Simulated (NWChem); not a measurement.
**singlet [C3H3]−: levels of theory compared**

Aim: a comparison of 5 runs (HF/def2-SVPD, M06-2X/def2-SVPD, PBE0/def2-SVPD, MP2/def2-SVPD, CCSD(T)/def2-SVPD) of singlet [C3H3]−. 

Program for the calculation: NWChem 7.3.0.

4 further runs of the same task are left out: 3 that didn't finish, 1 set aside as unsound or not needed.

## Step 1: The molecule

[C3H3]−: 6 atoms, total charge -1, spin state singlet. SMILES of the parent species: `[CH]1C=C1`. Geometry: relaxed at PBE0-D4/def2-TZVP. That shape belongs to the parent species and isn't relaxed for this state.

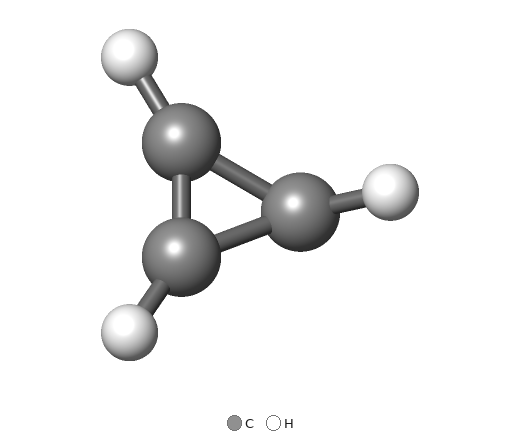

Viewed from a chosen angle; carbon grey, hydrogen white.

## Step 2: The energy at HF/def2-SVPD (run 1)

struct.xyz

```xyz
6
C3H3 hf
C     -0.672510    -0.511460    -0.389220
C      0.569550     0.236690    -0.449260
C      0.154530    -0.120620     0.737460
H     -1.684210    -0.200530    -0.649440
H      1.315420     0.727680    -1.051860
H      0.317210    -0.131770     1.802310
```

struct.nw

```
echo
start struct
title "C3H3 hf"
memory stack 880 mb heap 220 mb global 1100 mb
charge -1

geometry noautosym nocenter noautoz
 load format xyz struct.xyz
end

basis spherical bse
 * library def2-SVPD
end

scf
 thresh 1e-08
 maxiter 80
end

task scf energy
```

Command:

```
$ nwchem struct.nw > struct.out
```

Log:

```text
[...]
  functions       =    84
[...]
  wavefunction    = RHF
[...]
         Total SCF energy =   -115.011315831909
      One-electron energy =   -274.471379994578
      Two-electron energy =    101.189518151501
 Nuclear repulsion energy =     58.270546011168
        Time for solution =      6.4s
[...]
```

It took 7.2 s on 1 thread of Intel Xeon 6975P-C (Granite Rapids), shared host; peak memory 0.096 GiB.

## Step 3: The energy at M06-2X/def2-SVPD (run 2)

run.py

```python
from ase import Atoms
from ase.calculators.nwchem import NWChem

mol = Atoms('CCCHHH', positions=[
    [-0.672510, -0.511460, -0.389220],
    [0.569550, 0.236690, -0.449260],
    [0.154530, -0.120620, 0.737460],
    [-1.684210, -0.200530, -0.649440],
    [1.315420, 0.727680, -1.051860],
    [0.317210, -0.131770, 1.802310],
])

calc = NWChem(
    label='work',
    theory='dft',
    memory='2200 mb',
    basis='def2-SVPD',
    basispar='spherical bse',
    charge=-1,
    dft={'xc': 'm06-2x', 'mult': '1', 'grid': 'xfine', 'convergence': 'energy 1e-08', 'iterations': '100', 'mulliken': None},
    task='energy',
)
mol.calc = calc

print(f"energy = {mol.get_potential_energy():.6f} eV")
print("dipole (e A):", mol.get_dipole_moment().round(4))
```

Command:

```
$ export ASE_NWCHEM_COMMAND="nwchem PREFIX.nwi > PREFIX.nwo"
$ python run.py
```

Log:

```text
energy = -3150.184112 eV
dipole (e A): [0.4749 0.7227 0.3837]
```

The calculator wrote work.nwi:

```
title "work"

permanent_dir work

scratch_dir work

start work

geometry units angstrom nocenter noautosym noautoz
  C  -6.7251000000000005e-01 -5.1146000000000003e-01 -3.8922000000000001e-01
  C  5.6955000000000000e-01 2.3669000000000001e-01 -4.4925999999999999e-01
  C  1.5453000000000000e-01 -1.2062000000000000e-01 7.3746000000000000e-01
  H  -1.6842100000000000e+00 -2.0053000000000001e-01 -6.4944000000000002e-01
  H  1.3154200000000000e+00 7.2767999999999999e-01 -1.0518600000000000e+00
  H  3.1720999999999999e-01 -1.3177000000000000e-01 1.8023100000000001e+00
end

charge -1

memory 2200 mb

basis spherical bse noprint
   * library def2-SVPD
end

dft
  xc m06-2x
  mult 1
  grid xfine
  convergence energy 1e-08
  iterations 100
  mulliken
end

task dft energy
```

work.nwo:

```text
Northwest Computational Chemistry Package (NWChem) 7.3.0
             --------------------------------------------------------

           Job information
           ---------------

    nwchem branch   = 7.3.0
    use scalapack   = T
    input           = work.nwi
    prefix          = work.
    data base       = work/work.db
    status          = startup
    nproc           =        1

           Memory information
           ------------------

    heap     =     72089596 doubles =      550.0 Mbytes
    stack    =     72089601 doubles =      550.0 Mbytes
    global   =    144179200 doubles =     1100.0 Mbytes (distinct from heap & stack)
    total    =    288358397 doubles =     2200.0 Mbytes
    verify   = yes
    hardfail = no

[... 101 lines left out ...]
  convergence criterion.
[... 18 lines left out ...]
          Convergence on density requested:  1.00D-05
[... 22 lines left out ...]
          Convergence Information
[... 61 lines left out ...]
   convergence    iter        energy       DeltaE   RMS-Dens  Diis-err    time
[... 17 lines left out ...]
           Coulomb energy =      118.113198708777
[... 7 lines left out ...]
                       DFT Final Molecular Orbital Analysis
[... 625 lines left out ...]
 center of mass
 --------------
 x =   0.02745023 y =  -0.21046662 z =  -0.05377344

 moments of inertia (a.u.)
 ------------------
          70.142680584149         -24.453333586237          -6.207432330379
         -24.453333586237         106.598449912905           3.420316754890
          -6.207432330379           3.420316754890          65.692679056602

     Multipole analysis of the density
     ---------------------------------

     L   x y z        total         alpha         beta         nuclear
     -   - - -        -----         -----         ----         -------
     0   0 0 0     -1.000000    -11.000000    -11.000000     21.000000

     1   1 0 0      0.897442      0.205098      0.205098      0.487247
[... 8 lines of this table left out ...]
     2   0 0 2    -17.644041    -26.962219    -26.962219     36.280396

 Task  times  cpu:       25.9s     wall:       25.9s
 Total times  cpu:       25.9s     wall:       25.9s
```

Run time: 27 s. Hardware: 1 thread of Intel Xeon 6975P-C (Granite Rapids), shared host; peak memory 0.12 GiB.

Run 3 isn't shown in full; the table further down has it.

## Step 4: The energy at MP2/def2-SVPD (run 4)

geom.nw

```
start geom
title "C3H3"
memory 2200 mb
charge -1

geometry units angstroms noautosym nocenter noautoz
 C       -0.672510      -0.511460      -0.389220
 C        0.569550       0.236690      -0.449260
 C        0.154530      -0.120620       0.737460
 H       -1.684210      -0.200530      -0.649440
 H        1.315420       0.727680      -1.051860
 H        0.317210      -0.131770       1.802310
end

basis spherical bse
 * library def2-SVPD
end

scf
 thresh 1e-08
 maxiter 80
end

mp2
 freeze core 3
 tight
end

task mp2
```

Command:

```
$ nwchem geom.nw > geom.out
```

Log:

```text
[...]
  functions       =    84
[...]
  wavefunction    = RHF
[...]
         Total SCF energy =   -115.011315831827
      One-electron energy =   -274.471379994747
      Two-electron energy =    101.189518151752
 Nuclear repulsion energy =     58.270546011168
        Time for solution =      6.3s
[...]
          Total MP2 energy          -115.440881277859
[...]
```

It took 7.8 s on 1 thread of Intel Xeon 6975P-C (Granite Rapids), shared host; peak memory 0.17 GiB.

## Step 5: The energy at CCSD(T)/def2-SVPD (run 5)

m1.xyz

```xyz
6

C     -0.672510    -0.511460    -0.389220
C      0.569550     0.236690    -0.449260
C      0.154530    -0.120620     0.737460
H     -1.684210    -0.200530    -0.649440
H      1.315420     0.727680    -1.051860
H      0.317210    -0.131770     1.802310
```

m1.nw

```
start m1
memory 2200 mb
charge -1
geometry units angstrom noautosym nocenter noautoz
  load m1.xyz
end
basis spherical bse
  * library def2-SVPD
end
scf
  thresh 1e-08
  maxiter 80
end
ccsd
  freeze core 3
  maxiter 60
end
task ccsd(t) energy
```

Command:

```
$ nwchem m1.nw > m1.out
```

Log:

```text
[...]
  functions       =    84
[...]
  wavefunction    = RHF
[...]
         Total SCF energy =   -115.011315831909
      One-electron energy =   -274.471379994578
      Two-electron energy =    101.189518151501
 Nuclear repulsion energy =     58.270546011168
        Time for solution =      6.3s
[...]
 Total MP2 energy:           -115.440881277967449
[...]
             energy      energy      error      ampl     ampl      Block
                                                time     time      time
[...]
 Total CCSD energy:           -115.463007325669835
[...]
 Total CCSD+T(CCSD) energy:           -115.484756844658520
[...]
 Total CCSD(T) energy:                -115.484106184994559
[...]
```

Wall time 83 s (1 thread of Intel Xeon 6975P-C (Granite Rapids), shared host); peak memory 0.19 GiB.

## Step 6: Overview of the runs

| run | level | iteration cap | module | energy (Eh) | HOMO energy (eV) | LUMO energy (eV) | HOMO–LUMO gap (eV) | wall time |
| --- | --- | --- | --- | --- | --- | --- | --- | --- |
| 1 | HF/def2-SVPD | 80 | scf | -115.011316 | 1.33 | 7.03 | 5.71 | 7.2 s |
| 2 | M06-2X/def2-SVPD | 100 | dft | -115.767132 | 2.42 | 5.53 | 3.11 | 27 s |
| 3 | PBE0/def2-SVPD | 100 | dft | -115.676851 | 3.49 | 5.39 | 1.90 | 83 s |
| 4 | MP2/def2-SVPD | 80 | mp2 | -115.440881 | 1.33 | 7.03 | 5.71 | 7.8 s |
| 5 | CCSD(T)/def2-SVPD | 80 | ccsd(t) | -115.484106 | 1.33 | 7.03 | 5.71 | 83 s |

## Step 7: Results

```
                                                    quantity          value
                                         run 5: total energy  -115.48411 Eh
                  run 5: HOMO energy (Hartree–Fock orbitals)        1.33 eV
                  run 5: LUMO energy (Hartree–Fock orbitals)        7.03 eV
run 5: HOMO–LUMO gap (to an unbound level, set by the basis)        5.71 eV
          run 5: correlation energy (3 core orbitals frozen)     -472.8 mEh
                                       run 5: (T) correction     -21.10 mEh
```

Below the HF energy at the same shape and in the same basis (def2-SVPD): MP2 -429.6 mEh; CCSD(T) -472.8 mEh. Over runs 1, 2, 3 the HOMO–LUMO gap runs from 1.90 eV (PBE0/def2-SVPD) to 5.71 eV (HF/def2-SVPD). Exact exchange widens orbital gaps. The empty levels of an anion lie above zero and hang on the basis. Totals of different functionals can't be ranked against each other. In runs 1, 2, 3, 4, 5 the HOMO lies above zero, so the outermost electron may be held by the basis alone. All runs together took 3.5 min, the longest 83 s.
